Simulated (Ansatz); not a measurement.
Consider La$_{2}$TaF$_{2}$.

```cif
data_structure
_symmetry_space_group_name_H-M 'P 1'
_symmetry_Int_Tables_number 1
_cell_length_a 3.6855
_cell_length_b 3.6855
_cell_length_c 15.8153
_cell_angle_alpha 90.000
_cell_angle_beta 90.000
_cell_angle_gamma 90.000
_cell_volume 214.82
loop_
_atom_site_label
_atom_site_type_symbol
_atom_site_fract_x
_atom_site_fract_y
_atom_site_fract_z
_atom_site_occupancy
La1 La 0.50000 0.50000 0.13913 1
La2 La 0.00000 0.00000 0.63913 1
La3 La 0.00000 0.00000 0.36087 1
La4 La 0.50000 0.50000 0.86087 1
Ta1 Ta 0.00000 0.00000 0.00000 1
Ta2 Ta 0.50000 0.50000 0.50000 1
F1 F 0.50000 0.00000 0.25000 1
F2 F 0.00000 0.50000 0.75000 1
F3 F 0.00000 0.50000 0.25000 1
F4 F 0.50000 0.00000 0.75000 1
```

Space group I4/mmm; a generated structure, not necessarily the stable one; computed without spin polarisation.

Method: Ansatz, DFT PBE, scalar-relativistic, plane waves, PAW.

Predict the valence pseudo-density and electron localisation function between the atoms.

Answer. La–F (2.54 Å): the density is about 0.31 e/Å³ at the midpoint, with its minimum of 0.27 e/Å³ about 1.4 Å from La; the ELF is about 0.20 at the midpoint: no shared electron pair shows on this line.
Bader's partition of the density gives La +1.42, Ta −1.22 and F −0.81 e.

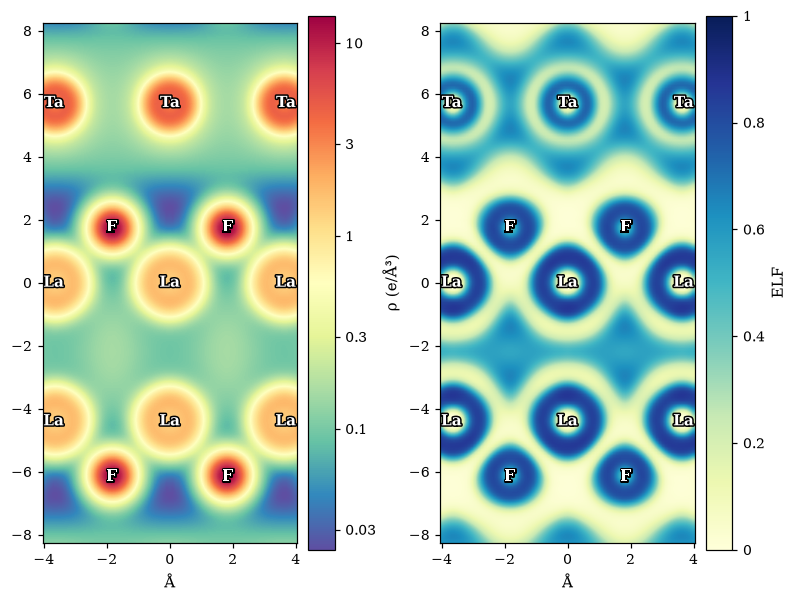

Computed valence pseudo-density and electron localisation function on the (010) plane of the conventional cell, in this order. 

Core electrons are frozen (PAW), and the valence fields are smoothed inside the atomic spheres.
